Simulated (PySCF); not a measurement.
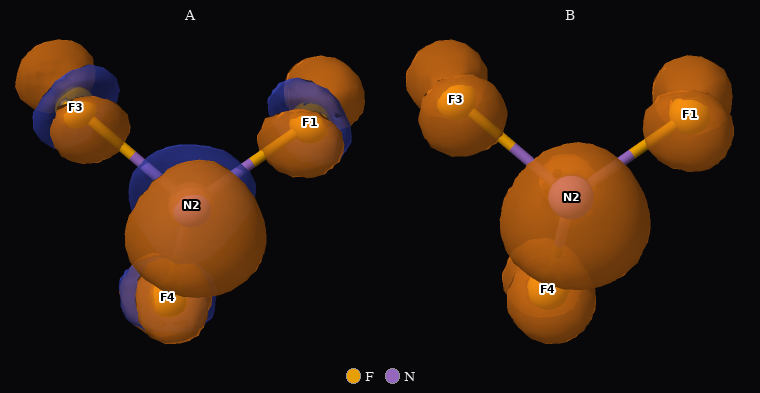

*F₃N, SMILES `FN(F)F`. The Fukui function f⁻ from two separate SCF calculations and the density of the HOMO, at ±0.1 e/Å³ (orange positive, blue negative).*

Computed with PySCF, ωB97X/def2-TZVP, geometry: GFN2-xTB. No frequency check shows the geometry to be a minimum.

Cartesian coordinates (Å):

```
F1       1.1559   -0.4204    0.1190
N2       0.0000   -0.0000   -0.4588
F3      -0.9421   -0.7908    0.1189
F4      -0.2139    1.2113    0.1189
```

Q: Which panel is which, and how good is the frozen-orbital picture?

A: A is f⁻ (it has negative regions), B the HOMO density. The HOMO lies on N2 (48 %) and F1, F3 and F4 (17 % each); f⁻ (Hirshfeld-condensed) is largest on N2 (0.32) and F1, F3 and F4 (0.23 each); the vertical ionisation energy is 13.29 eV. Relaxation shifts 16 % of the electron between atoms. The orbital energy is −12.62 eV.

The PySCF run took 40 s on 1 thread of AMD EPYC 9R45 96-Core Processor (Zen 5), with other jobs on the host, peak memory 0.51 GiB.
